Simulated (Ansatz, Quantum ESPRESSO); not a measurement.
# Cl on fcc sites of Ru(0001): the work function of the upper face at a withheld member of a series

Method. Quantum ESPRESSO 7.5, PBE, GBRV ultrasoft. Slabs of 3 layers, covered on the upper face; adsorbates and the top layer relax in a periodic cell, the rest is held (the clean slab relaxes both outer layers); a run under open boundaries (ESM, bc1) gives both vacuum levels. Cells of one to 9 surface sites carry the coverages, on meshes of like density; cold smearing of 0.02 Ry. The slabs take the lattice constants of the bulk relaxed by the same program. The series steps the coverage.

```tsv
coverage	work function of the upper face (eV)
0 ML	4.945
0.1111 ML	4.846
0.1667 ML	4.833
0.25 ML	4.783
0.3333 ML	4.882
0.5 ML	5.121
0.6667 ML	5.109
0.75 ML	5.031
```

One more run was made and is withheld. What is the work function of the upper face at 1 ML?

**Fit.** The rows at 0.6667 ML and 0.75 ML give a slope of (5.031 − (5.109))/(0.75 − (0.6667)) = −0.9364, so a straight line gives 4.797 eV. A parabola through these and the row at 0.5 ML gives 4.509 eV.

**The withheld run.** 5.064 eV. The line misses by −0.267 and the parabola by −0.555 eV. The line does better here.

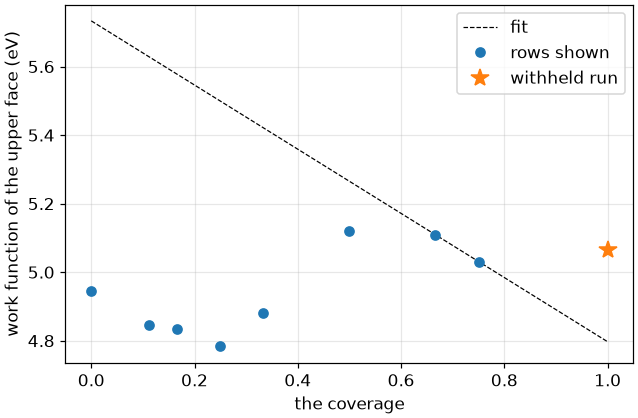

The rows shown, the fit and the withheld run.

Caveats: Thin slabs, one site and one ordered pattern a coverage; no reconstruction or subsurface sites; meshes differ a little between cells.

[Logs are printed without paths, hosts, clocks, repeated set-up lines and the standing remarks that a program may print on its own settings, such as how far it seeks lower states.]
